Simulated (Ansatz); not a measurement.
# UPBE0/STO-3G run of CH2BF (SMILES B[C]F)

Aim: the electronic atomisation energy of CH2BF at UPBE0/STO-3G, from 5 runs. 

The calculation is run with Ansatz 0.2.0.

70 further runs of the same task are left out: 5 that didn't finish, 65 set aside as unsound or not needed.

### Step 1. Starting point

CH2BF has 5 atoms, charge 0, and is taken as a triplet. As SMILES, `B[C]F`. The coordinates come from a GFN2-xTB relaxation.

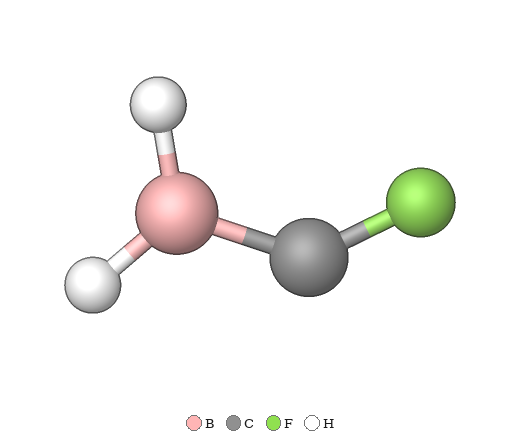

Viewed from a chosen angle; boron pink, carbon grey, fluorine green, hydrogen white.

### Step 2. The energy at UPBE0/STO-3G

Input file job.yaml:

```yaml
crystal:
  periodic: [false, false, false]
  atoms:
    - {symbol: B, position_ang: [-0.505570, -0.250120, -0.120900]}
    - {symbol: C, position_ang: [0.899880, 0.179790, -0.245440]}
    - {symbol: F, position_ang: [1.716060, 0.896670, 0.490070]}
    - {symbol: H, position_ang: [-0.994750, -0.904870, -0.953460]}
    - {symbol: H, position_ang: [-1.115610, 0.078530, 0.829720]}
basis:
  gaussian:
    orbitals: STO-3G
magnetization:
  spin_polarized: true
  initial_magnetization: 2
hamiltonian:
  xc: {name: PBE0}
accuracy: high
```

Started as:

```console
ansatz run job.yaml --threads 1 --pin off --max-ram 2610MiB --events-out events.jsonl --progress --plain --runs-dir runs
```

Output:

```text
Warning: RAYON_NUM_THREADS=1 ignored (pool sized by the plan → 1); use --threads N
Functional definition: PBE0
  name "PBE0"
  parameter a = 0.25
  parameter kappa = 0.804
  parameter beta = 0.06672455060314922
  exchange = (1 - a)*pbe_x(kappa = kappa, mu = beta*pi^2/3) + a*exact_x
  correlation = pbe_c(beta = beta)
293 factors; integrals over basis functions are off by at most 2.8e-8 eV
mean field evaluation 1: about -4392.6528 eV, gradient 1.2e1 eV
mean field evaluation 2: about -4392.9759 eV, gradient 1.2e1 eV
mean field evaluation 4: about -4393.9872 eV, gradient 9.2e-1 eV
mean field evaluation 8: about -4393.9647 eV, gradient 2.4e-2 eV
mean field evaluation 16: about -4393.9647 eV, gradient 9.4e-7 eV
mean field -4393.96465845 eV, -161.4752228619 hartree, gradient 3.6e-8 eV, S^2 2.002270; 0 other end points of the search recorded, 0 dependent functions left out
reference -4393.96465955 eV, -161.4752229024 hartree; 12, 10 occupied and 5, 7 virtual orbitals, 293 factors
Total energy: -4393.96465955 eV, -161.4752229024 hartree
```

Run time: 1.3 s. Hardware: 1 thread of AMD EPYC 7R43 (Zen 3), shared host; peak memory 0.14 GiB.

### Step 3. The B atom at the same level

Input file job.yaml:

```yaml
crystal:
  periodic: [false, false, false]
  atoms:
    - {symbol: B, position_ang: [0.000000, 0.000000, 0.000000]}
basis:
  gaussian:
    orbitals: STO-3G
total_charge: 0
magnetization:
  spin_polarized: true
  initial_magnetization: 1
hamiltonian:
  xc: {name: PBE0}
accuracy: high
```

Run the same way, it converges to -24.23604 Eh (log not shown).

### Step 4. The C atom, same level

Input file molecule.yaml:

```yaml
basis:
  gaussian:
    orbitals: STO-3G
crystal:
  periodic: [false, false, false]
  atoms:
    - {symbol: C, position_ang: [0.000000, 0.000000, 0.000000]}
magnetization:
  spin_polarized: true
  initial_magnetization: 2
hamiltonian:
  xc: {name: PBE0}
accuracy: high
```

Started as:

```console
ansatz run molecule.yaml --threads 1 --pin off --max-ram 2610MiB --events-out events.jsonl --progress --plain --runs-dir runs
```

Output (excerpt; [...] marks lines left out):

```text
Warning: RAYON_NUM_THREADS=1 ignored (pool sized by the plan → 1); use --threads N
[... 7 set-up lines as earlier in the session ...]
15 factors; integrals over basis functions are off by at most 9.8e-10 eV
mean field evaluation 1: about -1015.0788 eV, gradient 4.1e-13 eV
mean field evaluation 2: about -1015.0791 eV, gradient 4.9e-12 eV
mean field -1015.07910690 eV, -37.3034691331 hartree, gradient 0.0e0 eV, S^2 2.000000; 0 other end points of the search recorded, 0 dependent functions left out
reference -1015.07910752 eV, -37.3034691561 hartree; 4, 2 occupied and 1, 3 virtual orbitals, 15 factors
Total energy: -1015.07910752 eV, -37.3034691561 hartree
```

Run time: 0.16 s. Hardware: 1 thread of AMD EPYC 7R43 (Zen 3), shared host.

### Step 5. The F atom

Input file input.yaml:

```yaml
crystal:
  periodic: [false, false, false]
  atoms:
    - {symbol: F, position_ang: [0.000000, 0.000000, 0.000000]}
basis:
  gaussian: {orbitals: STO-3G}
total_charge: 0
magnetization: {spin_polarized: true, initial_magnetization: 1}
hamiltonian: {xc: pbe0}
accuracy: high
```

Run the same way, it converges to -98.20282 Eh (log not shown).

### Step 6. The H atom at the same level

Input file run.yaml:

```yaml
crystal:
  periodic: [false, false, false]
  atoms:
    - {symbol: H, position_ang: [0.000000, 0.000000, 0.000000]}
basis:
  gaussian:
    orbitals: STO-3G
magnetization:
  spin_polarized: true
  initial_magnetization: 1
hamiltonian:
  xc: pbe0
accuracy: high
```

Run the same way, it converges to -0.46651 Eh (log not shown).

### Step 7. Summary of results

Level: UPBE0/STO-3G.

| quantity | value |
| --- | --- |
| molecule: total energy | -161.47522 Eh |
| molecule: ⟨S²⟩ | 2.002 |
| B atom: total energy | -24.23604 Eh |
| B atom: ⟨S²⟩ | 0.750 |
| C atom: total energy | -37.30347 Eh |
| C atom: ⟨S²⟩ | 2.000 |
| F atom: total energy | -98.20282 Eh |
| F atom: ⟨S²⟩ | 0.750 |
| H atom: total energy | -0.46651 Eh |
| H atom: ⟨S²⟩ | 0.750 |
| electronic atomisation energy | 21.766 eV |

**Reading.** Taking the molecule apart into free atoms costs 21.77 eV (502 kcal/mol), before zero-point energy and without spin-orbit coupling. In a minimal basis such a difference can be off by several eV, whatever the method.
